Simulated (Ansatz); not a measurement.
# GaH2O2 (SMILES [OH][Ga][OH]): UHSE06/def2-SVPD

What is the electronic atomisation energy of GaH2O2 at UHSE06/def2-SVPD? 

The results are computed with Ansatz 0.2.0.

48 further runs of the same task are left out: 48 set aside as unsound or not needed.

**1. The system as given**

The species is GaH2O2 (5 atoms), meant as a doublet with charge 0. SMILES: `[OH][Ga][OH]`. Geometry: relaxed at PBE0-D4/def2-TZVP. This is one conformer, not always the lowest.

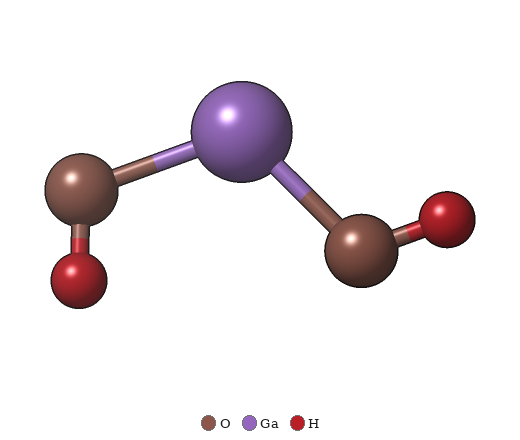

The structure, seen from a chosen angle (oxygen brown, gallium purple, hydrogen red).

**2. The energy at UHSE06/def2-SVPD**

File run.yaml:

```yaml
basis:
  gaussian:
    orbitals: def2-SVPD
crystal:
  periodic: [false, false, false]
  atoms:
    - {symbol: O, position_ang: [-0.370600, 0.021600, -1.274400]}
    - {symbol: Ga, position_ang: [-0.311700, -0.753800, 0.353600]}
    - {symbol: O, position_ang: [0.618200, 0.154900, 1.591100]}
    - {symbol: H, position_ang: [-0.867400, -0.464600, -1.936500]}
    - {symbol: H, position_ang: [0.981500, 0.968200, 1.224700]}
magnetization:
  spin_polarized: true
  initial_magnetization: 1
hamiltonian:
  xc: hse06
accuracy: high
output: {orbitals: {seedname: orbitals}}
```

Command:

```bash
ansatz run run.yaml --threads 1 --pin off --max-ram 3480MiB --events-out events.jsonl --progress --plain --runs-dir runs
```

The log of the run:

```text
Warning: RAYON_NUM_THREADS=1 ignored (pool sized by the plan → 1); use --threads N
Functional definition: HSE06
  name "HSE06"
  parameter a = 0.25
  parameter omega = 0.11/bohr
  exchange = pbe_x - a*pbe_x_sr(omega) + a*exact_x_sr(omega)
  correlation = pbe_c
1902 factors; integrals over basis functions are off by at most 4.3e-9 eV
128 factors; integrals over basis functions are off by at most 1.5e-9 eV
mean field evaluation 1: about -56472.7511 eV, gradient 5.6e1 eV
mean field evaluation 2: about -56402.2369 eV, gradient 1.3e2 eV
mean field evaluation 4: about -56484.2238 eV, gradient 2.7e0 eV
mean field evaluation 8: about -56484.3350 eV, gradient 7.4e-1 eV
mean field evaluation 16: about -56484.3372 eV, gradient 3.1e-4 eV
mean field -56484.33716835 eV, -2075.7611044779 hartree, gradient 5.9e-8 eV, S^2 0.752792; 0 other end points of the search recorded, 0 dependent functions left out
reference -56484.33717205 eV, -2075.7611046140 hartree; 25, 24 occupied and 75, 76 virtual orbitals, 1902 factors
Total energy: -56484.33717205 eV, -2075.7611046140 hartree
```

It took 8.1 s on 1 thread of Intel Xeon 6975P-C (Granite Rapids), shared host; peak memory 0.49 GiB.

**3. The Ga atom, same level**

File input.yaml:

```yaml
crystal:
  periodic: [false, false, false]
  atoms:
    - {symbol: Ga, position_ang: [0.000000, 0.000000, 0.000000]}
basis:
  gaussian: {orbitals: def2-SVPD}
magnetization: {spin_polarized: true, initial_magnetization: 1}
hamiltonian: {xc: {name: HSE06}}
accuracy: high
```

Command:

```bash
ansatz run input.yaml --threads 1 --pin off --max-ram 3480MiB --events-out events.jsonl --progress --plain --runs-dir runs
```

The log of the run, shortened:

```text
Warning: RAYON_NUM_THREADS=1 ignored (pool sized by the plan → 1); use --threads N
[... 6 set-up lines as earlier in the session ...]
371 factors; integrals over basis functions are off by at most 3.9e-9 eV
60 factors; integrals over basis functions are off by at most 8.0e-10 eV
mean field evaluation 1: about -52362.9187 eV, gradient 6.7e0 eV
mean field evaluation 2: about -52362.9194 eV, gradient 7.5e0 eV
mean field evaluation 4: about -52363.0211 eV, gradient 3.7e-1 eV
mean field evaluation 8: about -52363.0221 eV, gradient 5.0e-3 eV
mean field evaluation 16: about -52363.0221 eV, gradient 4.2e-9 eV
mean field evaluation 32: about -52363.0211 eV, gradient 2.5e-1 eV
mean field -52363.02214016 eV, -1924.3055707196 hartree, gradient 5.3e-9 eV, S^2 0.753699; 2 other end points of the search recorded, 0 dependent functions left out
reference -52363.02214247 eV, -1924.3055708046 hartree; 16, 15 occupied and 22, 23 virtual orbitals, 371 factors
Total energy: -52363.02214247 eV, -1924.3055708046 hartree
```

Wall time 1.8 s (1 thread of Intel Xeon 6975P-C (Granite Rapids), shared host); peak memory 0.13 GiB.

**4. The H atom**

File run.yaml:

```yaml
crystal:
  periodic: [false, false, false]
  atoms:
    - {symbol: H, position_ang: [0.000000, 0.000000, 0.000000]}
basis:
  gaussian:
    orbitals: def2-SVPD
accuracy: high
hamiltonian:
  xc: hse06
magnetization:
  spin_polarized: true
  initial_magnetization: 1
```

Run the same way, it converges to -0.50000 Eh (log not shown).

**5. The O atom, same level**

File in.yaml:

```yaml
crystal:
  periodic: [false, false, false]
  atoms:
    - {symbol: O, position_ang: [0.000000, 0.000000, 0.000000]}
basis:
  gaussian:
    orbitals: def2-SVPD
magnetization:
  spin_polarized: true
  initial_magnetization: 2
hamiltonian:
  xc: {name: HSE06}
accuracy: high
```

Run the same way, it converges to -74.92859 Eh (log not shown).

**6. Results**

Level: UHSE06/def2-SVPD.

| quantity | value |
| --- | --- |
| molecule: total energy | -2075.76110 Eh |
| molecule: HOMO energy (highest over α and β) | -6.34 eV |
| molecule: LUMO energy (lowest over α and β) | -3.77 eV |
| molecule: ⟨S²⟩ | 0.753 |
| Ga atom: total energy | -1924.30557 Eh |
| Ga atom: ⟨S²⟩ | 0.754 |
| H atom: total energy | -0.50000 Eh |
| H atom: ⟨S²⟩ | 0.750 |
| O atom: total energy | -74.92859 Eh |
| O atom: ⟨S²⟩ | 2.004 |
| electronic atomisation energy | 16.282 eV |

In words: Taking the molecule apart into free atoms costs 16.28 eV (375 kcal/mol), before zero-point energy and without spin-orbit coupling.
